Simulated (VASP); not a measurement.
Band structure of Cu$_{2}$O (cuprite). Level of theory: PBE GGA, VASP's PBE PAW potentials (set 64) (plane waves; VASP).

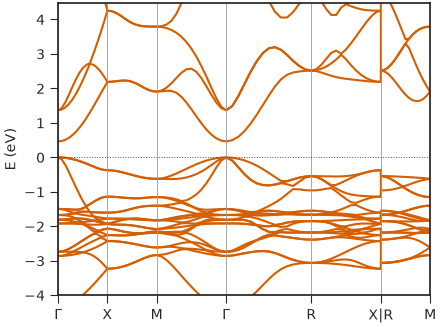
Figure: Bands along high-symmetry lines, zero at the valence-band maximum or, without a gap, the Fermi level

Read the plot: is there a gap, and where are the band edges?

The gap is direct, 0.47 eV, from the valence maximum at Γ to the conduction minimum at Γ. (Edges off the drawn lines would not show.)

Measured: gap 2.20 eV (computed value off by -1.73 eV), as given by Wei Chen et al., Physical Review Materials (2018), doi:10.1103/physrevmaterials.2.073803 [zero-point renormalisation of 0.03 eV added back (the table's ZPR column)].

The compound is Cu2O in the cuprite structure. It was relaxed first.
